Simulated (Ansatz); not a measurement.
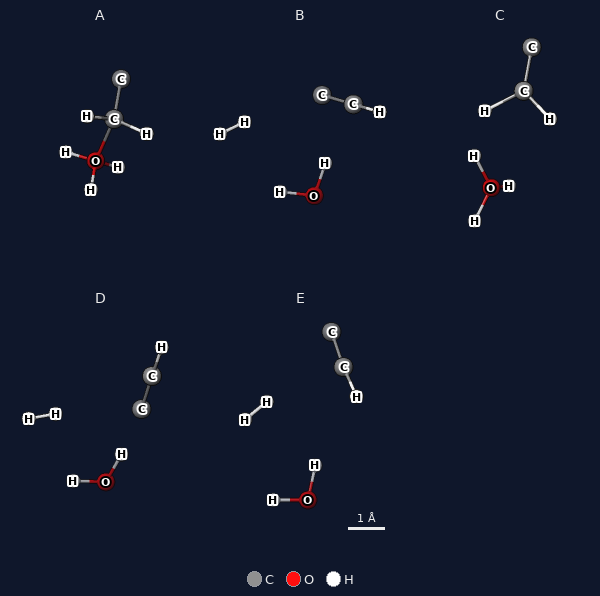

5 geometries from one relaxation of C$_{2}$H$_{5}$O (charge −1), in shuffled order. A ball-and-stick model, seen from a free direction.

It is one of the separated reactants of a reaction.

Computed with Ansatz, RKS PBE-D4/def2-SVPD. (force threshold 0.03 eV/Å; at most 250 steps)

Q: Order the frames from highest to lowest energy.

A: A, C, E, B, D. They are steps 0, 10, 22, 36, 50, at +935.6 kJ/mol, +389.8 kJ/mol, +66.7 kJ/mol, +19.9 kJ/mol relative to the last. Over 48 accepted moves (50 points after the start) the energy falls by 935.6 kJ/mol. The largest force component goes from 8 to 0.019 eV/Å. The line search rejected the trial steps at points 21, 31 of the run. The atom that moves furthest after the best rigid fit is an H atom (2.07 Å). By element the largest moves are H 2.07 Å, O 1.56 Å, C 1.47 Å. Some distances before and after: H–O 0.970 → 3.647 Å, C–O 1.548 → 4.009 Å, C–H 1.138 → 2.913 Å, H–H 2.436 → 0.780 Å. New bonds form: H–H (2.44 → 0.78 Å). Bonds break: C–H (1.14 → 2.91 Å), C–O (1.55 → 4.01 Å), H–O (0.97 → 3.65 Å). Bond angles that change, for instance: C–C–H 114.8° → 178.7°, H–O–H 108.9° → 101.2°.
